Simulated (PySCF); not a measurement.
C4H11ClSi2: core-level calculation

C4H11ClSi2, SMILES C=CC[SiH2][SiH2]CCl, computed with delta-SCF UKS SCAN, pcX-2 on the ionised atom, pcseg-1 elsewhere, spin-free X2C (PySCF 2.14.0).

It belongs to a series of runs on one base structure; here: constitutional isomer. Figures and captions count atoms from 1; the log counts them from 0 in places.

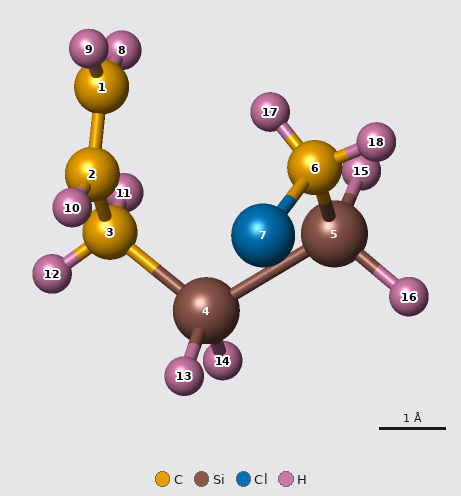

*The structure as given in the input (ball-and-stick view, seen at a tilt; atoms are numbered from 1 in the order of the input).*

## The input
```
{"job": {"kind": "xps"}, "charge": 0, "multiplicity": 1}
C      1.358663    -1.126992     1.883855
C      1.389114     0.097464     1.349669
C      1.416111     0.399059    -0.111361
Si    -0.150097     1.290396    -0.724693
Si    -2.084432     0.079788    -0.179654
C     -2.193715    -0.176312     1.700915
Cl    -1.906327     1.377316     2.547476
H      1.381811    -2.025040     1.257772
H      1.318319    -1.272409     2.966523
H      1.360684     0.962731     2.023785
H      1.537049    -0.524249    -0.701966
H      2.267044     1.058263    -0.360336
H     -0.233815     2.656182    -0.121816
H     -0.067113     1.448335    -2.212308
H     -2.070607    -1.273717    -0.826507
H     -3.305547     0.806880    -0.645771
H     -1.422776    -0.881946     2.040378
H     -3.179981    -0.549439     2.012058
```

The first line tells a small driver script what to run in PySCF; the rest is the geometry in Å.

Command:
```bash
OMP_NUM_THREADS=1 python <driver script> task.json out
```

## What the program printed
```
ground state, core basis on atom 0 (C), 196 functions
  cycle   1  E = -1200.46438953  |g| = 4.78e-01
  cycle   2  E = -1200.42149575  |g| = 6.08e-01
  cycle   3  E = -1200.52795959  |g| = 6.76e-02
  cycle   4  E = -1200.52899877  |g| = 4.32e-02
  cycle   5  E = -1200.52944825  |g| = 1.55e-02
  cycle   6  E = -1200.52951418  |g| = 4.79e-03
  cycle   7  E = -1200.52952128  |g| = 1.43e-03
  cycle   8  E = -1200.52952020  |g| = 4.28e-04
  E(ground) = -1200.60465508 Eh
hole in C 1s of atom 0
  cycle   1  E = -1189.28824575  |g| = 1.51e+00
  cycle   2  E = -1187.39365089  |g| = 2.05e+00
[... 10 cycles left out ...]
  E(ion) = -1189.94743633 Eh   <S^2> = 0.7815   hole on atom = 1.000   binding energy = 289.998 eV
ground state, core basis on atom 1 (C), 196 functions
[... 6 cycles left out ...]
  E(ground) = -1200.60510245 Eh
hole in C 1s of atom 1
[... 14 cycles left out ...]
  E(ion) = -1189.92483960 Eh   <S^2> = 0.8464   hole on atom = 1.000   binding energy = 290.625 eV
ground state, core basis on atom 2 (C), 196 functions
[... 6 cycles left out ...]
  E(ground) = -1200.60400372 Eh
hole in C 1s of atom 2
[... 17 cycles left out ...]
  E(ion) = -1189.93251272 Eh   <S^2> = 0.7764   hole on atom = 1.000   binding energy = 290.386 eV
ground state, core basis on atom 3 (Si), 207 functions
[... 6 cycles left out ...]
  E(ground) = -1200.65494671 Eh
hole in Si 1s of atom 3
[... 11 cycles left out ...]
  E(ion) = -1132.81713386 Eh   <S^2> = 0.7525   hole on atom = 1.000   binding energy = 1845.961 eV
hole in Si 2p of atom 3
[... 10 cycles left out ...]
  E(ion) = -1196.74197936 Eh   <S^2> = 0.7522   hole on atom = 1.002   binding energy = 106.477 eV
  2p3/2 = 106.266 eV   2p1/2 = 106.889 eV
ground state, core basis on atom 4 (Si), 207 functions
[... 6 cycles left out ...]
  E(ground) = -1200.65492008 Eh
hole in Si 1s of atom 4
[... 11 cycles left out ...]
  E(ion) = -1132.81039334 Eh   <S^2> = 0.7524   hole on atom = 1.000   binding energy = 1846.144 eV
hole in Si 2p of atom 4
[... 11 cycles left out ...]
  E(ion) = -1196.73720685 Eh   <S^2> = 0.7525   hole on atom = 1.002   binding energy = 106.606 eV
  2p3/2 = 106.408 eV   2p1/2 = 107.031 eV
ground state, core basis on atom 5 (C), 196 functions
[... 6 cycles left out ...]
  E(ground) = -1200.60552228 Eh
hole in C 1s of atom 5
[... 12 cycles left out ...]
  E(ion) = -1189.89015921 Eh   <S^2> = 0.7777   hole on atom = 1.000   binding energy = 291.580 eV
ground state, core basis on atom 6 (Cl), 207 functions
[... 7 cycles left out ...]
  E(ground) = -1200.77492539 Eh
hole in Cl 1s of atom 6
[... 11 cycles left out ...]
  E(ion) = -1096.83330828 Eh   <S^2> = 0.7526   hole on atom = 1.000   binding energy = 2828.395 eV
hole in Cl 2p of atom 6
[... 1 cycle left out ...]
  cycle   2  E = -1191.41643949  |g| = 1.65e+00
  cycle   3  E = -1191.74615327  |g| = 1.40e+00
  cycle   4  E = -1193.06201639  |g| = 3.03e-01
  cycle   5  E = -1193.11166420  |g| = 1.28e-01
  cycle   6  E = -1193.12022274  |g| = 6.65e-02
  cycle   7  E = -1193.12152213  |g| = 4.95e-02
  cycle   8  E = -1193.12292652  |g| = 7.39e-03
  cycle   9  E = -1193.12296062  |g| = 2.72e-03
  cycle  10  E = -1193.12296175  |g| = 7.37e-04
  cycle  11  E = -1193.12296365  |g| = 2.44e-04
  E(ion) = -1193.19057835 Eh   <S^2> = 0.7517   hole on atom = 1.001   binding energy = 206.381 eV
  2p3/2 = 205.781 eV   2p1/2 = 207.435 eV
```

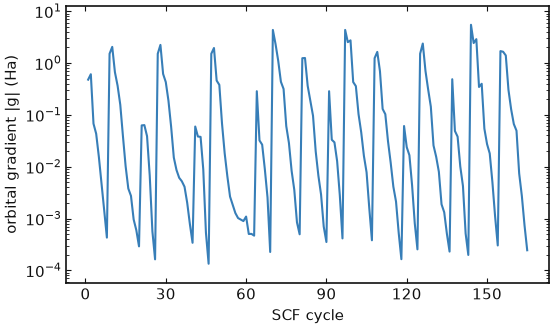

*Convergence of the self-consistent field: orbital gradient |g| against the SCF cycle.*

All cycles printed in the log are drawn one after another.

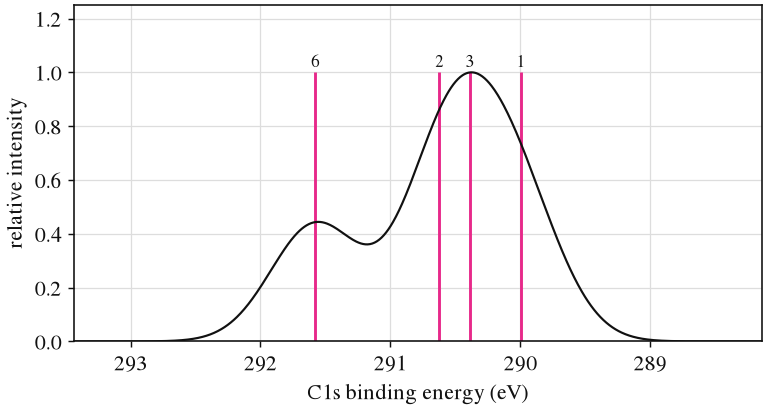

*C1s binding energies by ΔSCF of the atoms computed, labelled by atom number, with a Gaussian envelope of 0.8 eV full width.*

They run from 290.00 eV (atom 1) to 291.58 eV (atom 6).

## Summary

- outcome: converged
- hardware: 1 CPU thread, shared host
- wall time: 2.2 min
- peak memory: 0.87 GiB
